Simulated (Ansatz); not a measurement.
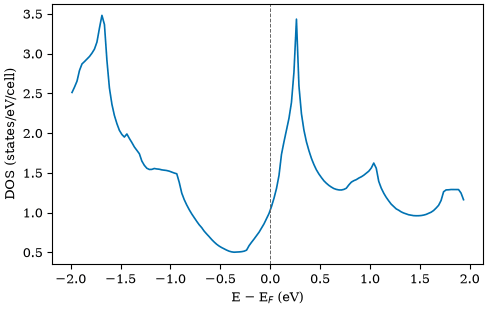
Fig. 1. Density of states of NbP (Pm-3m) near the Fermi level, PBEsol, rigid bands (Ansatz, a first-principles code).

Problem. With 2 atoms a cell, what bare Sommerfeld coefficient γ = (π²/3) k_B² N(E_F) follows?

Solution. N(E_F) ≈ 1.06 states/eV a cell at 300 K, so γ ≈ 1.25 mJ/(mol of atoms·K²), before many-body enhancement (phonons, spin fluctuations, correlation).

Problem. How far does the Fermi level move in a rigid band for 0.1 electron a cell added or removed?

Solution. 81 meV and -112 meV.

A metal at this level (no band gap); rigid bands, thermally averaged at 300 K, both spins. Spin-orbit coupling is left out. Geometry: cell and atoms relaxed with PBEsol.

Computed structure with no diffraction record at hand here (it may be known, metastable or hypothetical): NbP (Pm-3m).
